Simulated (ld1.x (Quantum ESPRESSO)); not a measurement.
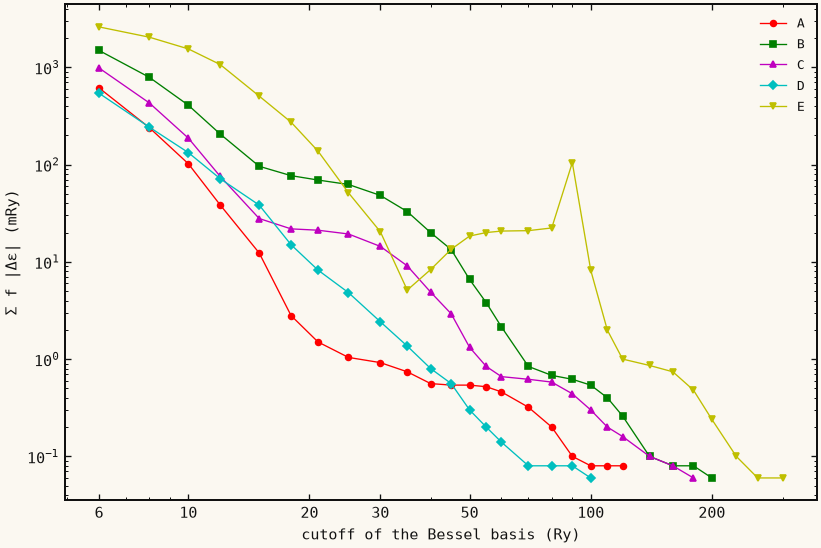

The occupation-weighted error of the valence levels in a spherical-Bessel basis for 5 variants of one potential.

Base settings:

| Item | Value |
| --- | --- |
| Element | O |
| Generator | ld1.x (Quantum ESPRESSO) 7.5 |
| Type | ultrasoft |
| Functional | PBE |
| Relativity | non-relativistic |
| Frozen core | [He] |
| Valence charge | 6 |
| Reference configuration | 2s2 2p4 |
| Partial waves | 2s (bound): rcutus 0.75 bohr; 2s channel at 1.35 Ry: rcutus 0.75 bohr; 2p (bound): rcutus 1.90 bohr; 2p channel at -0.25 Ry: rcutus 1.90 bohr |
| Local potential | all-electron potential smoothed inside 1.00 bohr (lloc = -1) |
| Core correction | a·sin(br)/r model core inside 0.70 bohr |
| Augmentation charge | PSQ, radius 0.65 bohr |

### The variants differ in the scale factor on all radii: 0.83, 1.03, 1.12, 1.22, 1.40. Which curve belongs to which value?

A: 1.22; B: 1.03; C: 1.12; D: 1.40; E: 0.83.

Of the 6 potentials behind this page, the base run counted, 1 is unsound (ghost states, missed reference levels or an overlap that isn't positive definite).
